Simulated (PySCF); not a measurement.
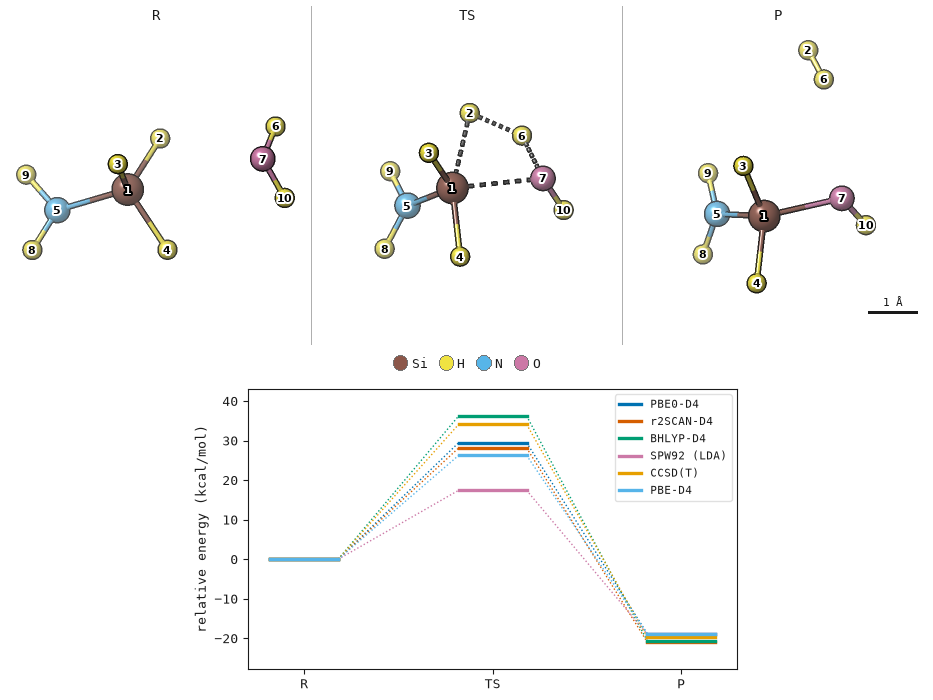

A reaction step of SiNH7O, with its energy diagram. The picture is a ball-and-stick view, seen at a tilt. Dashed sticks mark bonds that form or break.

Stationary points at PBE0-D4/def2-TZVP, single-point energies with PBE0-D4, r2SCAN-D4, BHLYP-D4, SPW92 (LDA), CCSD(T), PBE-D4 (def2-TZVPP where no basis is named; PySCF 2.14.0). The energies are electronic, without zero-point or thermal terms, and both ends are the minima reached downhill from the saddle, with any fragments still in contact.

Describe the step and its energetics.

Answer. Counted by bonded pieces, R holds H₂O + SiH₅N and P holds H₂ + SiH₅NO. From R over the saddle to P, bonds form: Si1–O7 (3.07 → 1.87 → 1.65 Å), H2–H6 (2.73 → 1.18 → 0.75 Å). Bonds break: Si1–H2 (1.49 → 1.75 → 3.88 Å), H6–O7 (0.96 → 1.11 → 2.70 Å). The saddle has one imaginary mode, 1084i cm⁻¹. With PBE0-D4 the barrier is 29.5 kcal/mol from R and 48.3 kcal/mol from P, and P lies 18.8 kcal/mol below R.

| level | barrier from R (kcal/mol) | barrier from P (kcal/mol) | P less R (kcal/mol) |
| --- | --- | --- | --- |
| PBE0-D4 | 29.5 | 48.3 | −18.8 |
| r2SCAN-D4 | 28.2 | 49.1 | −20.9 |
| BHLYP-D4 | 36.3 | 56.8 | −20.5 |
| SPW92 (LDA) | 17.5 | 36.4 | −18.9 |
| CCSD(T) | 34.2 | 53.8 | −19.6 |
| PBE-D4 | 26.3 | 45.1 | −18.8 |

Limits of the set-up: the start holds two separate molecules, 2.7 Å apart at their closest, whose relative position is a soft coordinate.
